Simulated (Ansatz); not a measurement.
# C2H3F3S (methyl(trifluoromethyl) sulfide): HF/cc-pVDZ

What is the energy change on altering one bond length of C2H3F3S (methyl(trifluoromethyl) sulfide) at HF/cc-pVDZ? 

The results are computed with Ansatz 0.2.0.

54 further runs of the same task are left out: 54 set aside as unsound or not needed. Runs told in other sessions of the task aren't counted.

### 1 The molecule

C2H3F3S: 9 atoms, total charge 0, spin state singlet. As SMILES, `CSC(F)(F)F`. Geometry: relaxed at PBE0-D4/def2-TZVP.

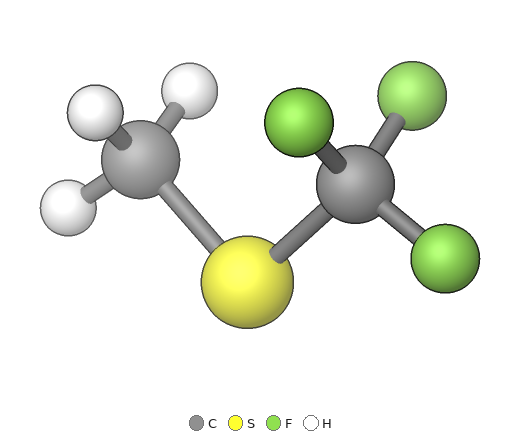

Viewed from a chosen angle; carbon grey, sulfur yellow, fluorine green, hydrogen white.

### 2 A single-point energy at HF/cc-pVDZ

input.yaml

```yaml
crystal:
  periodic: [false, false, false]
  atoms:
    - symbol: C
      position_ang: [-0.264600, -1.100100, 0.810100]
    - symbol: S
      position_ang: [1.180700, -0.334500, 0.060100]
    - symbol: C
      position_ang: [0.352400, 1.022800, -0.776800]
    - symbol: F
      position_ang: [-0.550100, 0.609400, -1.673600]
    - symbol: F
      position_ang: [1.270600, 1.742000, -1.418200]
    - symbol: F
      position_ang: [-0.296500, 1.835600, 0.064500]
    - symbol: H
      position_ang: [0.112500, -1.958300, 1.366300]
    - symbol: H
      position_ang: [-0.961900, -1.447400, 0.049200]
    - symbol: H
      position_ang: [-0.754400, -0.415800, 1.501300]
basis:
  gaussian: {orbitals: cc-pVDZ}
hamiltonian: {xc: hf}
accuracy: high
output: {orbitals: {seedname: orbitals}}
```

Command:

```
$ ansatz run input.yaml --threads 1 --pin off --max-ram 2610MiB --events-out events.jsonl --progress --plain --runs-dir runs
```

Log:

```text
Warning: RAYON_NUM_THREADS=1 ignored (pool sized by the plan → 1); use --threads N
Functional definition: HF
  name "HF"
  exchange = exact_x
  correlation = 0
2387 factors; integrals over basis functions are off by at most 3.8e-9 eV
mean field evaluation 1: about -21039.4407 eV, gradient 4.5e1 eV
mean field evaluation 2: about -21039.6366 eV, gradient 4.5e1 eV
mean field evaluation 4: about -21043.7484 eV, gradient 3.3e0 eV
mean field evaluation 8: about -21043.8027 eV, gradient 2.0e-1 eV
mean field evaluation 16: about -21043.8029 eV, gradient 2.4e-8 eV
mean field -21043.80289791 eV, -773.3454924962 hartree, gradient 2.4e-8 eV, S^2 0.000000; 0 other end points of the search recorded, 0 dependent functions left out
reference -21043.80289791 eV, -773.3454924962 hartree; 29, 29 occupied and 74, 74 virtual orbitals, 2387 factors
Total energy: -21043.80289791 eV, -773.3454924962 hartree
```

It took 5.7 s on 1 thread of Arm Neoverse V2, shared host; peak memory 0.35 GiB.

### 3 The distorted shape, same level

input.yaml

```yaml
crystal:
  periodic: [false, false, false]
  atoms:
    - symbol: C
      position_ang: [0.059858, -1.506510, 0.389440]
    - symbol: S
      position_ang: [1.505158, -0.740910, -0.360560]
    - symbol: C
      position_ang: [0.676858, 0.616390, -1.197460]
    - symbol: F
      position_ang: [-0.225642, 0.202990, -2.094260]
    - symbol: F
      position_ang: [1.595058, 1.335590, -1.838860]
    - symbol: F
      position_ang: [-0.296500, 1.835600, 0.064500]
    - symbol: H
      position_ang: [0.436958, -2.364710, 0.945640]
    - symbol: H
      position_ang: [-0.637442, -1.853810, -0.371460]
    - symbol: H
      position_ang: [-0.429942, -0.822210, 1.080640]
basis:
  gaussian:
    orbitals: cc-pVDZ
accuracy: high
hamiltonian:
  xc: hf
output: {orbitals: {seedname: orbitals}}
```

Command:

```
$ ansatz run input.yaml --threads 1 --pin off --max-ram 2610MiB --events-out events.jsonl --progress --plain --runs-dir runs
```

Log:

```text
Warning: RAYON_NUM_THREADS=1 ignored (pool sized by the plan → 1); use --threads N
Functional definition: HF
  name "HF"
  exchange = exact_x
  correlation = 0
2358 factors; integrals over basis functions are off by at most 4.1e-9 eV
mean field evaluation 1: about -21033.6002 eV, gradient 5.3e1 eV
mean field evaluation 2: about -21033.7557 eV, gradient 5.3e1 eV
mean field evaluation 4: about -21040.1232 eV, gradient 4.8e0 eV
mean field evaluation 8: about -21040.2507 eV, gradient 6.5e-1 eV
mean field evaluation 16: about -21040.2544 eV, gradient 1.0e-6 eV
mean field -21040.25435049 eV, -773.2150857837 hartree, gradient 2.4e-8 eV, S^2 0.000000; 0 other end points of the search recorded, 0 dependent functions left out
reference -21040.25435049 eV, -773.2150857837 hartree; 29, 29 occupied and 74, 74 virtual orbitals, 2358 factors
Total energy: -21040.25435049 eV, -773.2150857837 hartree
```

It took 5.4 s on 1 thread of Arm Neoverse V2, shared host; peak memory 0.34 GiB.

### 4 Summary of results

At HF/cc-pVDZ:

```
                                                         quantity          value
                                        first shape: total energy  -773.34549 Eh
                                         first shape: HOMO energy      -10.56 eV
                                         first shape: LUMO energy        4.23 eV
                                       first shape: HOMO–LUMO gap       14.79 eV
                                    distorted shape: total energy  -773.21509 Eh
                                     distorted shape: HOMO energy      -11.29 eV
                                     distorted shape: LUMO energy        1.16 eV
                                   distorted shape: HOMO–LUMO gap       12.45 eV
energy change with the C3–F6 bond stretched from 1.338 to 2.007 Å       3.549 eV
```

In words: With the C3–F6 bond stretched from 1.338 to 2.007 Å the energy rises by 3.55 eV (342 kJ/mol). The first shape isn't relaxed at this level, so the change isn't measured from a minimum.
